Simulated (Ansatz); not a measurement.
# H6SbSi2: the cost of one run

The runs use Ansatz 0.2.0; UKS wB97X-V/def2-SVP.

### Step 1. The system as given

SMILES `[SiH3][Sb][SiH3]`, 9 atoms, charge 0, spin multiplicity 2.

Atoms are counted from 1 here; the program's logs count them from 0.

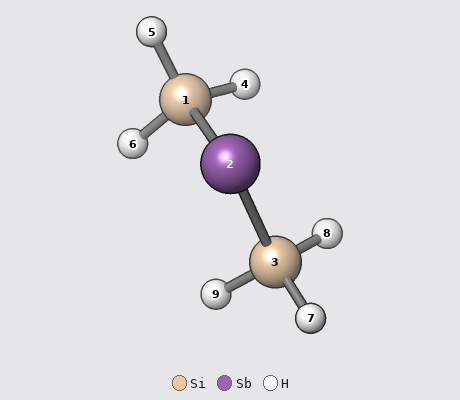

The starting geometry (silicon light orange, antimony purple, hydrogen white); atoms are numbered from 1 in the order of the file.

Coordinates:

```xyz
9

Si   -0.7838    1.2202   -1.0597
Sb    1.6985    0.5368   -0.7238
Si    0.8841   -1.2048    1.0211
H    -1.6020    0.0418   -1.5234
H    -0.8871    2.3121   -2.0918
H    -1.3763    1.7233    0.2323
H     2.0559   -1.9707    1.5765
H    -0.0738   -2.1831    0.3899
H     0.1730   -0.5217    2.1618
```

### Step 2. Relaxation

input.yaml reads:

```yaml
crystal:
  periodic: [false, false, false]
  atoms:
    - { symbol: Si, position_ang: [-0.783814, 1.22018, -1.059674] }
    - { symbol: Sb, position_ang: [1.698478, 0.536827, -0.723802] }
    - { symbol: Si, position_ang: [0.884116, -1.204818, 1.021131] }
    - { symbol: H, position_ang: [-1.601991, 0.041782, -1.523372] }
    - { symbol: H, position_ang: [-0.887094, 2.312088, -2.091757] }
    - { symbol: H, position_ang: [-1.376335, 1.723327, 0.232258] }
    - { symbol: H, position_ang: [2.055902, -1.970729, 1.576505] }
    - { symbol: H, position_ang: [-0.073786, -2.183112, 0.389913] }
    - { symbol: H, position_ang: [0.173024, -0.521744, 2.161797] }
magnetization:
  spin_polarized: true
  initial_magnetization: 1
basis:
  gaussian: { orbitals: def2-SVP }
hamiltonian:
  xc: { name: wB97X-V }
output:
  forces: true
relax:
  f_tol: 0.003
  max_steps: 120
```

Run with:

```bash
$ ansatz run input.yaml --threads 1 --pin off --max-ram 2560MiB --backend cpu --events-out ev --progress --plain --runs-dir out
```

What time and memory should one allow on 1 thread of Arm Neoverse V1, shared host?

About 2.2 min, with a peak of 0.47 GiB.
